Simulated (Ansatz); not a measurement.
Band structure of HfZrW₄ (F-43m, 6 atoms in the cell).

```yaml
crystal:
  lattice:
    - [0.00000, 3.74105, 3.74105]
    - [3.74105, 0.00000, 3.74105]
    - [3.74105, 3.74105, 0.00000]
  atoms:
    - { symbol: Zr, position: [0.00000, 0.00000, 0.00000] }
    - { symbol: Hf, position: [0.75000, 0.75000, 0.75000] }
    - { symbol: W, position: [0.37503, 0.37503, 0.37503] }
    - { symbol: W, position: [0.87491, 0.37503, 0.37503] }
    - { symbol: W, position: [0.37503, 0.37503, 0.87491] }
    - { symbol: W, position: [0.37503, 0.87491, 0.37503] }
```

Method: PBEsol, PAW files made with PBE (plane waves; Ansatz, a quantum-chemistry and plane-wave program).

Settings: kpoints.mp_grid.grid = 7 7 7; hamiltonian.xc = pbesol; hamiltonian.pseudopotentials = {kind: paw} (an earlier, softer set of the program's PAW files); scf.occupations.method = fermi_dirac; scf.occupations.width = 0.1 eV; kpoints.band_path.npoints = 8.

The starting cell comes from a database of computed structures (which also holds hypothetical and non-ambient phases and stackings), without a prior relaxation at this level. Its lattice was rescaled by a random factor within 2.5 % of one. Spin-orbit coupling is off. Spin polarisation is off.

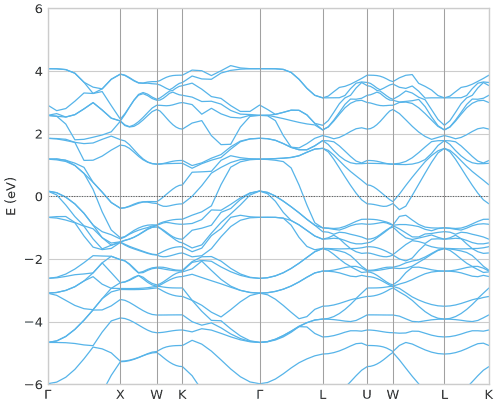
Fig. 1. Bands along the path, energies from the Fermi level.

Levels in eV from the Fermi level, bands 44 to 51:
```json
[
 {"point": "Γ", "44": "0.17", "45": "0.17", "46": "0.17", "47": "1.19", "48": "1.19", "49": "1.19", "50": "1.86", "51": "1.86"},
 {"point": "X", "44": "-1.46", "45": "-1.45", "46": "-1.36", "47": "-1.32", "48": "-0.38", "49": "-0.38", "50": "1.64", "51": "1.81"},
 {"point": "W", "44": "-0.98", "45": "-0.93", "46": "-0.92", "47": "-0.91", "48": "-0.23", "49": "-0.17", "50": "1.03", "51": "1.04"},
 {"point": "K", "44": "-1.48", "45": "-1.36", "46": "-0.89", "47": "-0.73", "48": "-0.24", "49": "0.37", "50": "1.06", "51": "1.15"},
 {"point": "L", "44": "-1.36", "45": "-1.12", "46": "-1.00", "47": "-1.00", "48": "1.53", "49": "1.53", "50": "1.78", "51": "1.78"},
 {"point": "U", "44": "-1.48", "45": "-1.36", "46": "-0.89", "47": "-0.73", "48": "-0.24", "49": "0.37", "50": "1.06", "51": "1.15"}
]
```

Bands cross the Fermi level along this path, so the cell is metallic at this level.

Keys are those of Ansatz 0.2.
